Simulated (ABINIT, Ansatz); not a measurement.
# GaN (P6_3mc): changed settings of a GW run in ABINIT

A base run on GaN (P6_3mc), then changed inputs.

Main program and level: ABINIT 10.8.3; PBE and many-body steps on it, plane waves.

The database entry behind the starting cell differs from later determinations by our own check (about 0.3 % short, ideal inner coordinate), so it need not match the best structure at ambient conditions.

## 1. Set-up

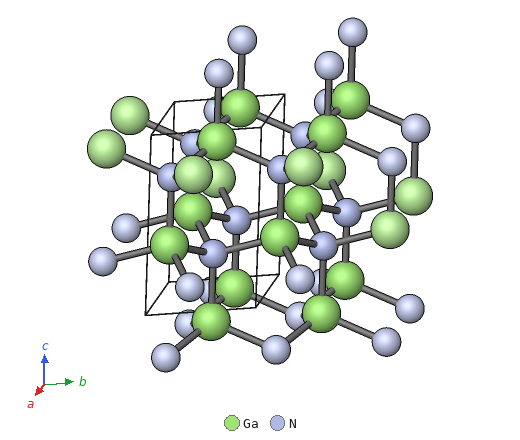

The cell as given, slightly off an axis (gallium green, nitrogen light blue). 2×2×1 cells are drawn. Some periodic images of atoms are drawn too.

The cell and positions come from the Crystallography Open Database and are kept as given unless a step says otherwise.

## 2. Screening, 6×6×4 mesh, 144 bands, screening to 176.9 eV

This step: ABINIT 10.8.3; RPA screening on PBE, plane waves, norm-conserving pseudopotentials.

The RPA dielectric matrix is built and inverted for each q.

Input file run.abi:

```
acell 3*1.0 Angstrom
rprim 
  3.179999999980 0.000000000005 0.000000000000
  -1.589999999994 2.753960784015 0.000000000000
  0.000000000000 0.000000000000 5.166000000000
ntypat 2
znucl 31 7
natom 4
typat 1 1 2 2
xred 
  0.333333333333 0.666666666667 0.000000000000
  0.666666666667 0.333333333333 0.500000000000
  0.333333333333 0.666666666667 0.375000000000
  0.666666666667 0.333333333333 0.875000000000
pp_dirpath "pseudos"
pseudos "Ga.upf, N.upf"
ecut 45
ngkpt 6 6 4
nshiftk 1
shiftk 0 0 0
kptopt 1
chksymbreak 0
istwfk *1
occopt 1
irdwfk 1
optdriver 3
nband 144
ecuteps 6.5
inclvkb 2
awtr 1
symchi 1
indata_prefix "in"
outdata_prefix "out"
tmpdata_prefix "tmp"
```

Launch:

```
OMP_NUM_THREADS=1 mpirun -n 4 abinit run.abi > log
```

The log of the run:

```text
.Version 10.8.3 of ABINIT. v10.8.2 released Aug 2026.

 Symmetries : space group P6_3 m c (#186); Bravais hP (primitive hexag.)
[... echo of the input left out ...]
== DATASET  1 ==================================================================
-   mpi_nproc: 4, omp_nthreads: 1 (-1 if OMP is not activated)

--- !DatasetInfo
iteration_state: {dtset: 1, }
dimensions: {natom: 4, nkpt: 21, mband: 144, nsppol: 1, nspinor: 1, nspden: 1, mpw: 4428, }
cutoff_energies: {ecut:  45.0, pawecutdg:  -1.0, }
electrons: {nelect:   5.20000000E+01, charge:   0.00000000E+00, occopt:   1.00000000E+00, tsmear:   1.00000000E-02, }

 SCREENING: Calculation of the susceptibility and dielectric matrices

 Based on a program developped by R.W. Godby, V. Olevano, G. Onida, and L. Reining.
 Incorporated in ABINIT by V. Olevano, G.-M. Rignanese, and M. Torrent.
.Using double precision arithmetic ; gwpc =  8

[... cell and pseudopotentials left out ...]
--------------------------------------------------------------------------------

 ==== K-mesh for the wavefunctions ====
 Number of points in the irreducible wedge :    21
[... list of points left out ...]
 Together with 12 symmetry operations and time-reversal symmetry
 yields   144 points in the full Brillouin Zone.

 ==== Q-mesh for the screening function ====
 Number of points in the irreducible wedge :    21
[... list of points left out ...]
 Together with 12 symmetry operations and time-reversal symmetry
 yields   144 points in the full Brillouin Zone.

 setmesh: FFT mesh size selected  =    27x   27x   48
          total number of points  =        34992

 vcoul_init : cutoff-mode = AUXILIARY_FUNCTION
 q-points for optical limit:   1
     1)      0.000010    0.000020    0.000030

- screening: taking advantage of time-reversal symmetry
- Maximum band index for partially occupied states nbvw = 26
- Remaining bands to be divided among processors   nbcw = 118
- Number of bands treated by each node ~29

 Number of electrons calculated from density =   52.0000; Expected =   52.0000
 average of density, n =  0.170321
 r_s =    1.1191
 omega_plasma =   39.8097 [eV]

 calculating chi0 at frequencies [eV] :
  1    0.000000E+00    0.000000E+00
  2    0.000000E+00    3.980974E+01

--------------------------------------------------------------------------------
  q-point number  1        q = ( 0.000000, 0.000000, 0.000000) [r.l.u.]
--------------------------------------------------------------------------------
[... chi0 elements left out ...]
 For q-point:  0.000010 0.000020 0.000030
  dielectric constant =   5.7746
  dielectric constant without local fields =   6.2055

  Average fulfillment of the sum rule on Im[epsilon] for q-point    1 :     45.54  [%]
[... wings left out ...]
  q-point number  2        q = ( 0.166667, 0.000000, 0.000000) [r.l.u.]
--------------------------------------------------------------------------------
[... chi0 elements left out ...]
  Average fulfillment of the sum rule on Im[epsilon] for q-point    2 :     53.17  [%]

 [... 19 further q-points ...]
```

Wall time 24 min (4 MPI ranks of Intel Xeon Platinum 8259CL at 2.50GHz (Skylake/Cascade Lake), shared host); peak memory 3.2 GiB.

This step gave:

- ε∞ with local fields, on this mesh, along the program's q direction: 5.775
- the same without local fields: 6.205
- plasma frequency: 39.81 eV
- plane waves in the screening matrix: 245

Local fields lower ε∞ by 7 %.

## 3. Base

The self-energy is evaluated for the states that the input lists, and the levels follow from it, in one-shot runs by the linearised quasiparticle equation.

This step: G0W0 on PBE, plane waves, norm-conserving pseudopotentials.

run.abi, as its differences from that of step 2:

```diff
@@ -25,8 +25,15 @@
 irdwfk 1
-optdriver 3
+optdriver 4
 nband 144
+gwcalctyp 0
+ecutsigx 45
+symsigma 1
+nkptgw 1
+kptgw 
+  0.0000000000 0.0000000000 0.0000000000
+bdgw 
+  25 28
 ecuteps 6.5
-inclvkb 2
-awtr 1
-symchi 1
+irdscr 1
+ppmodel 1
 indata_prefix "in"
```

The log of the run:

```text
.Version 10.8.3 of ABINIT. v10.8.2 released Aug 2026.

 Symmetries : space group P6_3 m c (#186); Bravais hP (primitive hexag.)
[... echo of the input left out ...]
== DATASET  1 ==================================================================
-   mpi_nproc: 4, omp_nthreads: 1 (-1 if OMP is not activated)

--- !DatasetInfo
iteration_state: {dtset: 1, }
dimensions: {natom: 4, nkpt: 21, mband: 144, nsppol: 1, nspinor: 1, nspden: 1, mpw: 4428, }
cutoff_energies: {ecut:  45.0, pawecutdg:  -1.0, }
electrons: {nelect:   5.20000000E+01, charge:   0.00000000E+00, occopt:   1.00000000E+00, tsmear:   1.00000000E-02, }

 SIGMA: Calculation of the GW corrections

 Based on a program developped by R.W. Godby, V. Olevano, G. Onida, and L. Reining.
 Incorporated in ABINIT by V. Olevano, G.-M. Rignanese, and M. Torrent.
.Using double precision arithmetic ; gwpc =  8

[... cell and pseudopotentials left out ...]
--------------------------------------------------------------------------------

 ==== K-mesh for the wavefunctions ====
 Number of points in the irreducible wedge :    21
[... list of points left out ...]
 Together with 12 symmetry operations and time-reversal symmetry
 yields   144 points in the full Brillouin Zone.

 ==== Q-mesh for screening function ====
 Number of points in the irreducible wedge :    21
[... list of points left out ...]
 Together with 12 symmetry operations and time-reversal symmetry
 yields   144 points in the full Brillouin Zone.

 vcoul_init : cutoff-mode = AUXILIARY_FUNCTION
 q-points for optical limit:   1
     1)      0.000010    0.000020    0.000030
 setmesh: FFT mesh size selected  =    32x   32x   60
          total number of points  =        61440

 Number of electrons calculated from density =   52.0000; Expected =   52.0000
 average of density, n =  0.170321
 r_s =    1.1191
 omega_plasma =   39.8097 [eV]

 === KS Band Gaps ===
  >>>> For spin  1
   Minimum direct gap =   1.9947 [eV], located at k-point      :   0.0000  0.0000  0.0000
   Fundamental gap    =   1.9947 [eV], Top of valence bands at :   0.0000  0.0000  0.0000
                                       Bottom of conduction at :   0.0000  0.0000  0.0000
 SIGMA fundamental parameters:
 PLASMON POLE MODEL  1
 number of plane-waves for SigmaX                 4367
 number of plane-waves for SigmaC and W            245
 number of plane-waves for wavefunctions          4367
 number of bands                                   144
 number of independent spin polarizations            1
 number of spinorial components                      1
 number of k-points in IBZ                          21
 number of q-points in IBZ                          21
 number of symmetry operations                      12
 number of k-points in BZ                          144
 number of q-points in BZ                          144
 number of frequencies for dSigma/dE                 9
 frequency step for dSigma/dE [eV]                0.25
 number of omega for Sigma on real axis              0
 max omega for Sigma on real axis  [eV]           0.00
 zcut for avoiding poles [eV]                     0.10

 EPSILON^-1 parameters (SCR file):
 dimension of the eps^-1 matrix on file            245
 dimension of the eps^-1 matrix used               245
 number of plane-waves for wavefunctions          4367
 number of bands                                   144
 number of q-points in IBZ                          21
 number of frequencies                               2
 number of real frequencies                          1
 number of imag frequencies                          1

 matrix elements of self-energy operator (all in [eV])

 Perturbative Calculation

--- !SelfEnergy_ee
iteration_state: {dtset: 1, }
kpoint     : [   0.000,    0.000,    0.000, ]
spin       : 1
KS_gap     :    1.995
QP_gap     :    2.868
Delta_QP_KS:    0.874
data: !SigmaeeData |
     Band     E0 <VxcDFT>   SigX SigC(E0)      Z dSigC/dE  Sig(E)    E-E0       E
       25   7.035 -19.131 -22.605   2.985   0.800  -0.251 -19.521  -0.390   6.644
       26   7.035 -19.131 -22.605   2.985   0.800  -0.251 -19.521  -0.390   6.644
       27   9.029 -14.219 -10.131  -3.502   0.826  -0.211 -13.736   0.483   9.512
       28  11.364 -14.010  -9.023  -4.230   0.836  -0.196 -13.377   0.633  11.997

== END DATASET(S) ==============================================================
================================================================================

 -outvars: echo values of variables after computation  --------
           etotal      0.0000000000E+00
            nband         144
             nkpt          21
          spgroup         186
 [... the other variables as echoed above ...]

 Calculation completed.
```

Wall time 18 s (4 MPI ranks); peak memory 2.5 GiB; 73 s of CPU time.

This step gave:

```
G0W0 gap on the points computed              : 2.868 eV
starting gap on the mesh                     : 1.995 eV
k of the valence top                         : 0, 0, 0
k of the conduction bottom                   : 0, 0, 0
Z at the valence top                         : 0.8
Z at the conduction bottom                   : 0.826
least direct G0W0 gap on the computed points : 2.868 eV
```

The gap on the mesh goes from 1.99 eV to 2.87 eV, a correction of +0.87 eV.

## 4. Screening cutoff above the file's

run.abi, as its differences from that of step 3:

```diff
@@ -35,3 +35,3 @@
   25 28
-ecuteps 6.5
+ecuteps 26
 irdscr 1
```

The log of the run:

```text
.Version 10.8.3 of ABINIT. v10.8.2 released Aug 2026.

 Symmetries : space group P6_3 m c (#186); Bravais hP (primitive hexag.)
[... echo of the input left out ...]
== DATASET  1 ==================================================================
-   mpi_nproc: 4, omp_nthreads: 1 (-1 if OMP is not activated)

--- !DatasetInfo
iteration_state: {dtset: 1, }
dimensions: {natom: 4, nkpt: 21, mband: 144, nsppol: 1, nspinor: 1, nspden: 1, mpw: 4428, }
cutoff_energies: {ecut:  45.0, pawecutdg:  -1.0, }
electrons: {nelect:   5.20000000E+01, charge:   0.00000000E+00, occopt:   1.00000000E+00, tsmear:   1.00000000E-02, }

 SIGMA: Calculation of the GW corrections

 Based on a program developped by R.W. Godby, V. Olevano, G. Onida, and L. Reining.
 Incorporated in ABINIT by V. Olevano, G.-M. Rignanese, and M. Torrent.
.Using double precision arithmetic ; gwpc =  8

[... cell and pseudopotentials left out ...]
--------------------------------------------------------------------------------

 ==== K-mesh for the wavefunctions ====
 Number of points in the irreducible wedge :    21
[... list of points left out ...]
 Together with 12 symmetry operations and time-reversal symmetry
 yields   144 points in the full Brillouin Zone.

 ==== Q-mesh for screening function ====
 Number of points in the irreducible wedge :    21
[... list of points left out ...]
 Together with 12 symmetry operations and time-reversal symmetry
 yields   144 points in the full Brillouin Zone.

 vcoul_init : cutoff-mode = AUXILIARY_FUNCTION
 q-points for optical limit:   1
     1)      0.000010    0.000020    0.000030
 setmesh: FFT mesh size selected  =    32x   32x   60
          total number of points  =        61440

 Number of electrons calculated from density =   52.0000; Expected =   52.0000
[...]
number of k-points in IBZ                          21
 number of q-points in IBZ                          21
 number of symmetry operations                      12
 number of k-points in BZ                          144
 number of q-points in BZ                          144
 number of frequencies for dSigma/dE                 9
 frequency step for dSigma/dE [eV]                0.25
 number of omega for Sigma on real axis              0
 max omega for Sigma on real axis  [eV]           0.00
 zcut for avoiding poles [eV]                     0.10

 EPSILON^-1 parameters (SCR file):
 dimension of the eps^-1 matrix on file            245
 dimension of the eps^-1 matrix used               245
 number of plane-waves for wavefunctions          4367
 number of bands                                   144
 number of q-points in IBZ                          21
 number of frequencies                               2
 number of real frequencies                          1
 number of imag frequencies                          1

 matrix elements of self-energy operator (all in [eV])

 Perturbative Calculation

--- !SelfEnergy_ee
iteration_state: {dtset: 1, }
kpoint     : [   0.000,    0.000,    0.000, ]
spin       : 1
KS_gap     :    1.995
QP_gap     :    2.868
Delta_QP_KS:    0.874
data: !SigmaeeData |
     Band     E0 <VxcDFT>   SigX SigC(E0)      Z dSigC/dE  Sig(E)    E-E0       E
       25   7.035 -19.131 -22.605   2.985   0.800  -0.251 -19.521  -0.390   6.644
       26   7.035 -19.131 -22.605   2.985   0.800  -0.251 -19.521  -0.390   6.644
       27   9.029 -14.219 -10.131  -3.502   0.826  -0.211 -13.736   0.483   9.512
       28  11.364 -14.010  -9.023  -4.230   0.836  -0.196 -13.377   0.633  11.997

== END DATASET(S) ==============================================================
================================================================================

 -outvars: echo values of variables after computation  --------
           etotal      0.0000000000E+00
            nband         144
             nkpt          21
          spgroup         186
 [... the other variables as echoed above ...]

 Calculation completed.
```

Wall time 27 s (4 MPI ranks); peak memory 2.4 GiB.

The run ended normally, though the input holds a fault or crude settings.

The fault put into this input: screening cutoff above the file's. It printed a gap of 2.87 eV, the value of the sound run: the program fell back on what its files hold, so an unchanged gap is no proof of convergence.

## 5. The runs together

Times are wall times on 4 MPI ranks of Intel Xeon Platinum 8259CL at 2.50GHz (Skylake/Cascade Lake), shared host, good to a factor of about two. A run's time includes the screening step that it read.

```csv
run,mesh,bands,screening cutoff (eV),DFT gap (eV),gap on the mesh (eV),direct (eV),ε∞ used,time
base,6×6×4,144,176.9,1.995,2.868,2.868,5.77,25 min
```

## 6. What came out

```yaml
base: 2.868 eV
known_limits: not at the basis limit; no spin-orbit coupling
```

Bands and cutoff are finite, so the gap is not at the basis limit. The miss can reach some tenths of an eV and take either sign; the mesh is an error of its own. In the G0W0 run levels were corrected at 1 k point alone, so a gap called «on the mesh» is the least over those, and an edge elsewhere would be missed. The many-body steps are scalar-relativistic: spin-orbit coupling is not in them.

[Paths, hosts, dates, memory and timing lines, banners, echoed tables and standing remarks are left out of the program output.]

[Logs are printed without paths, hosts, clocks, repeated set-up lines and the standing remarks that a program may print on its own settings, such as how far it seeks lower states.]

[Runs of the session that timed out or met a known fault of the program may be left out.]

[Hosts, paths, dates, database ids (printed as entryN), source tags and the programs' standing remarks are cut or masked in the printed files.]

[G0W0 gaps are taken among the corrected bands and points alone; a level outside them can change the order at an edge.]

[Where Ansatz stands beside ABINIT at settings called matched, ABINIT's density can come from a denser mesh and the files from another edition; pairs whose starting gaps differed by over 0.03 eV were left out, so agreement reads better than it is.]
